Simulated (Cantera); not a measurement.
Input: 1 mol B₂H₆, 2.2 mol NH₃, 0.11 mol H₂, at 1330 Pa.

Method: chemical equilibrium by Gibbs-energy minimisation in Cantera with the NASA 1993 tables (ideal gas, pure condensed phases). Candidate condensed phases: B, BN; 15 gas species. The feed counts by its element totals alone. Mutual solubility and eutectic melting of coexisting phases are not modelled. The tables' values for BH₂ are old estimates; treat these amounts as uncertain. Rates play no part.

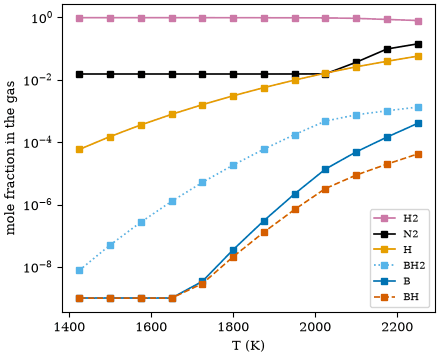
Figure. Equilibrium gas composition (values under 1e-9 drawn at 1e-9)

From 1425 K to 2025 K the condensed part is BN(s). From 2100 K to 2175 K the condensed part is B(s) + BN(s). At 2250 K the condensed part is B(s).
